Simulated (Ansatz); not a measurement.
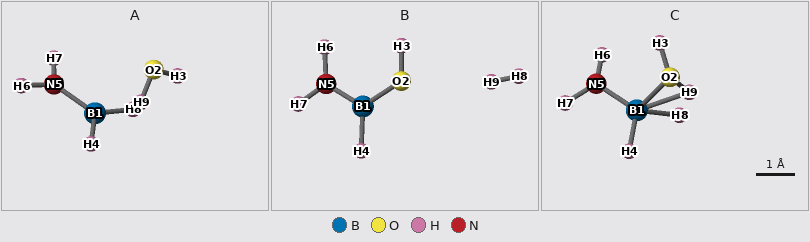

3 geometries from a converged minimum-energy path of BNH6O, made up at the start of BNH4O and H2, shuffled. Style: ball-and-stick. Shown from a free direction.

The calculation used RKS B3LYP-D4/def2-SVP in Ansatz. Run with 5 movable images; climbing image; force threshold 0.05 eV/Å; iteration limit 60; starting path through a guess of the saddle point.

> Which frame is the top of the path?

C. In order along the path, whose images run from 0 to 6: B (image 0, 0.00 eV), C (image 3, +2.29 eV), A (image 5, +1.00 eV). Breaking: B1–O2 (1.37 → 1.61 at the top → 2.93 Å), H8–H9 (0.76 → 1.05 at the top → 2.85 Å). Forming: B1–H8 (4.45 → 1.43 at the top → 1.21 Å), O2–H9 (2.48 → 1.23 at the top → 0.97 Å).

Limits of the set-up: the start holds two separate molecules, 2.5 Å apart at their closest, whose relative position is a soft coordinate.
